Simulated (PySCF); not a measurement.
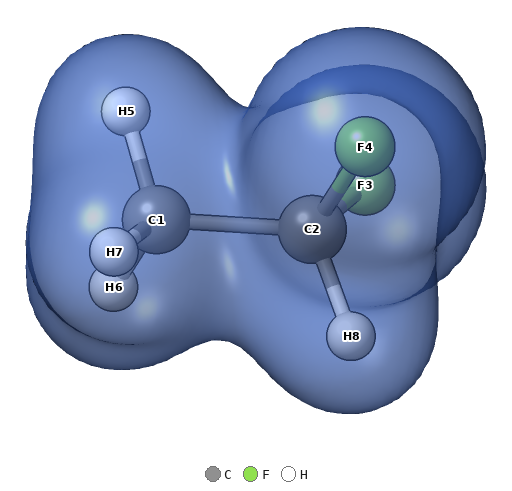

C2H4F2. Isosurface of the electron density at 0.1 e/Å³ (blue), seen from one side.

Geometry: PBE0-D3(BJ)/def2-SVP.

Computed with PBE0/pcSseg-1, SCF density, gas phase, non-relativistic in PySCF 2.14.0.

```json
{"atom": "C", "x (Å)": "-0.7569", "y (Å)": "-0.1980", "z (Å)": "0.0173"}
{"atom": "C", "x (Å)": "0.6969", "y (Å)": "0.1711", "z (Å)": "0.0548"}
{"atom": "F", "x (Å)": "1.4116", "y (Å)": "-0.6634", "z (Å)": "-0.7363"}
{"atom": "F", "x (Å)": "0.8715", "y (Å)": "1.4288", "z (Å)": "-0.4164"}
{"atom": "H", "x (Å)": "-1.1146", "y (Å)": "-0.1529", "z (Å)": "-1.0212"}
{"atom": "H", "x (Å)": "-0.9011", "y (Å)": "-1.2165", "z (Å)": "0.4025"}
{"atom": "H", "x (Å)": "-1.3410", "y (Å)": "0.5025", "z (Å)": "0.6293"}
{"atom": "H", "x (Å)": "1.1329", "y (Å)": "0.1273", "z (Å)": "1.0696"}
```

What does this surface tell about the bonding?

At this value the surface is in one piece. It bridges the sampled C–F (1.35 Å), C–C (1.50 Å) and C–H (1.10 Å) contacts, where the density stays above the isovalue. On the grid the lowest density along these lines, outside the cores, is 1.8 e/Å³ (C–F, 1.35 Å), 1.8 e/Å³ (C–C, 1.50 Å) and 1.8 e/Å³ (C–H, 1.10 Å).
